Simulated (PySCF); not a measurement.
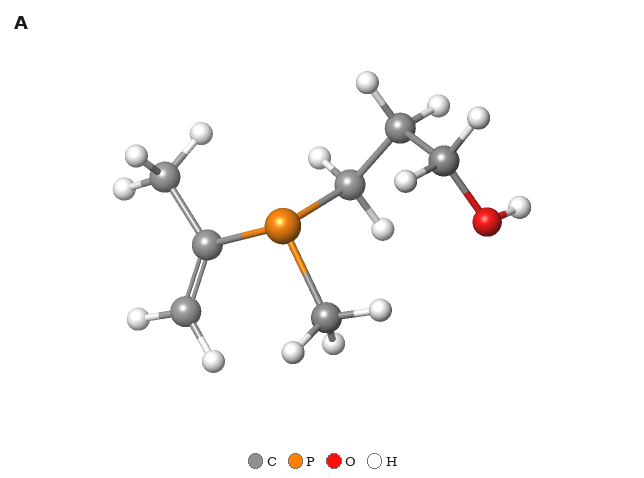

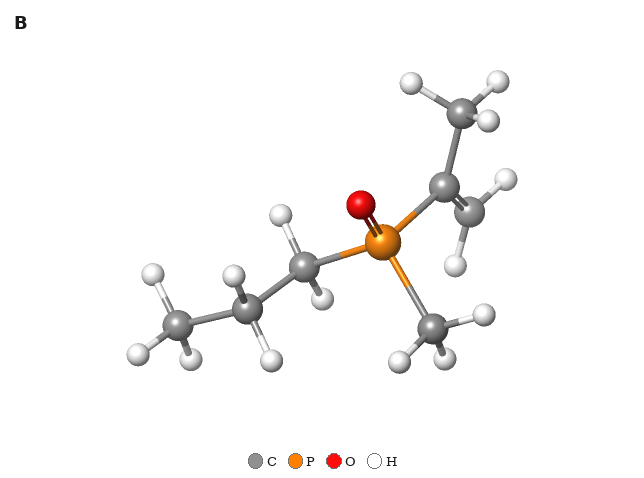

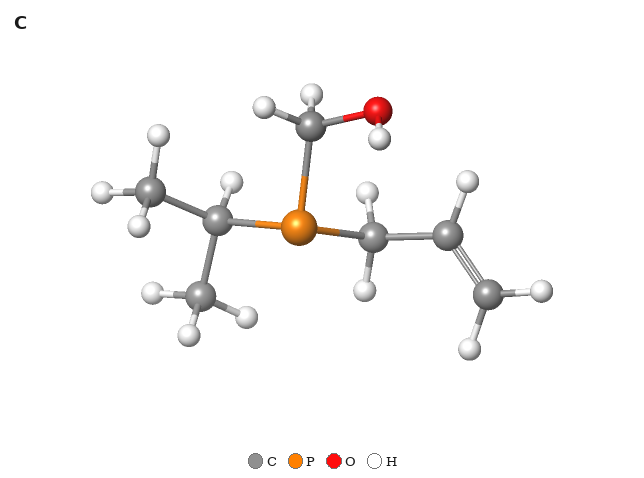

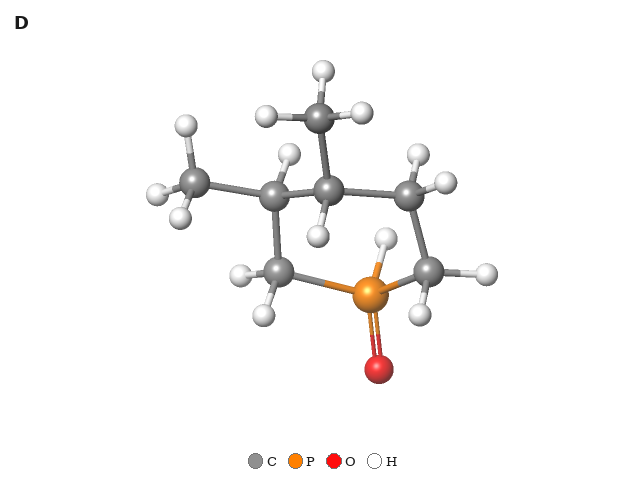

4 stationary structures of one formula. Geometries: GFN2-xTB. Electronic energies: PBE0/pcSseg-1 (PySCF 2.14.0), without zero-point energy. No frequency run is at hand to confirm each as a minimum. Each is one conformer, not always the lowest.

How are they related?

Answer. They are constitutional isomers of C7H15OP: A `C=C(C)P(C)CCCO`, B `C=C(C)[P@@](C)(=O)CCC`, C `C=CCP(CO)C(C)C`, D `C[C@@H]1CC[P@@H](=O)C[C@H]1C`.

Rank them by energy, lowest first.

Answer. D is lowest; B lies 0.611 eV above it, A lies 1.730 eV above it, C lies 1.985 eV above it.

The geometry is semi-empirical. Around P such bond lengths and angles can be off by a tenth of an ångström or more and by several degrees, and values that hang on the shape move with them.
